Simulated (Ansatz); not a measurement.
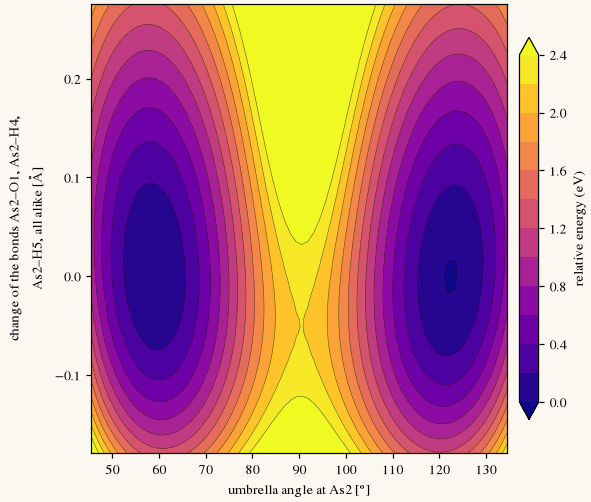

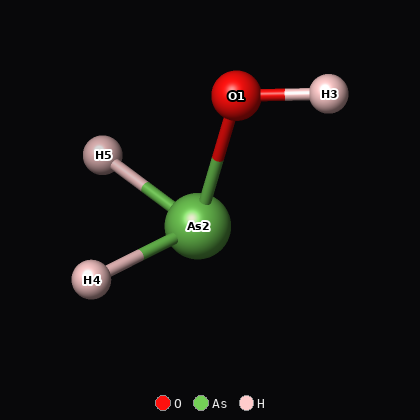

Energy landscape of AsH₃O, SMILES O[AsH2]. The first coordinate is: umbrella angle at As2 (between each of its bonds and their common axis; 90 is planar); the second: change of the bonds As2–O1, As2–H4, As2–H5, all alike. Nothing is relaxed (all other coordinates rigid). The scan uses a 15 × 15 grid. Points are written as (first, second). Energies: eV, counted from the lowest grid point. Theory: Ansatz 0.2.0, RKS SPW92 (LDA)/def2-TZVP.

In the figure: filled contours, one colour for all values above the top of the scale. Between grid points the surface is interpolated. The second picture is the structure at the lowest point.

> What does the map say about the system?

The lowest grid point is at (121.8°, −0.016 Å). A higher local minimum lies near (58.2°, 0.016 Å) (0.009 eV above the lowest at that grid point). The highest grid point, (90.0°, 0.276 Å), lies 4.29 eV above the lowest. On the interpolated surface the easiest way out of the lowest well to a well of about the same depth near (58.2°, 0.016 Å) passes a barrier of about 2.2 eV. Round the minimum the two coordinates are weakly coupled (coupling −0.13 in units of the two stiffnesses).

Each point was launched as `ansatz run input.yaml --threads 1 --pin off --max-ram 2560MiB --backend cpu --events-out ev --progress --plain --runs-dir out`. Time for the 225 points that were run: 4.2 min on 1 thread of Arm Neoverse V1 (shared host).
